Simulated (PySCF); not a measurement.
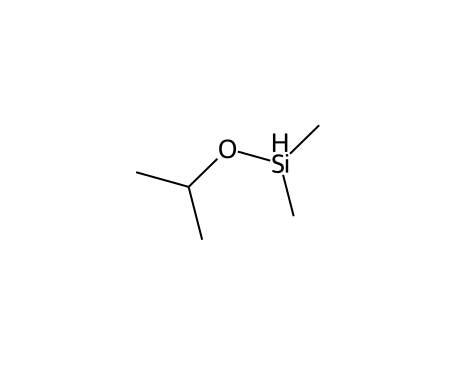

Structural formula above. The geometry was computed by an optimisation with PBE0-D3(BJ)/def2-SVP. No frequency run is at hand to confirm it as a minimum.

What does the molecule look like in three dimensions?

Formula C5H14OSi. As SMILES it reads `CC(C)O[SiH](C)C`. It has no ring. Among its groups: Si–H bond, Si–O bond. This geometry has C1 symmetry. Coordination: 1 Si tetrahedral; 5 C tetrahedral; 1 O bent.

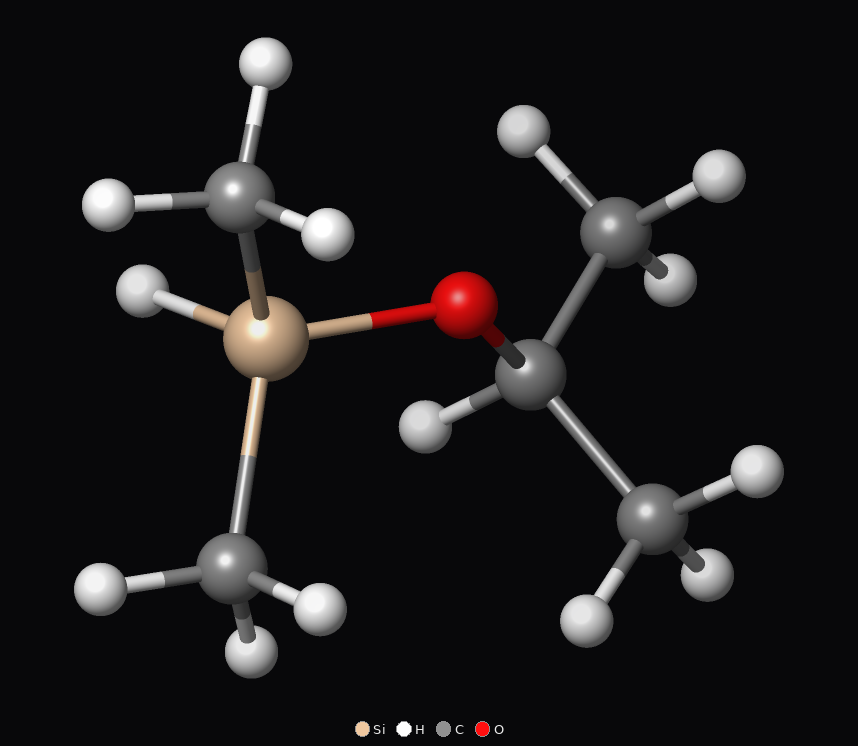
